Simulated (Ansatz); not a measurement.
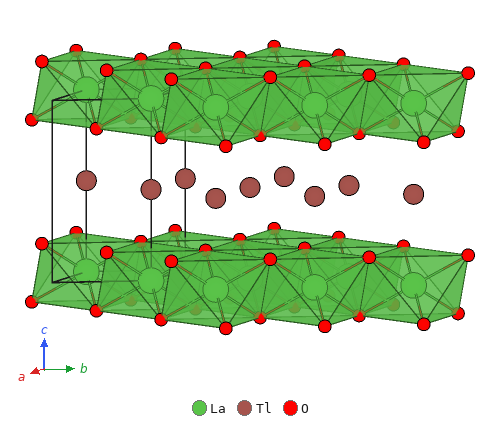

Polyhedra are drawn about La (bonds: La–O below 2.8 Å); other atoms are plain spheres.

The compound is LaTlO₂ (space group P-3m1, No. 164), taken as coordinates from a relaxation with DFT PBE, scalar-relativistic, plane waves, PAW (Ansatz); the starting structure was generated, so it need not be a known form of this composition.

**What figure surrounds each La atom, and what does it share with the other drawn polyhedra?**

La: LaO6 octahedron, sharing edges with six neighbours.

**What is the connectivity of the polyhedra: isolated, groups, chains, layers or framework?**

They form layers of edge-sharing octahedra parallel to (001).

**How far apart are the centres of linked polyhedra?**

Centre to centre across a shared edge: 3.71 Å.
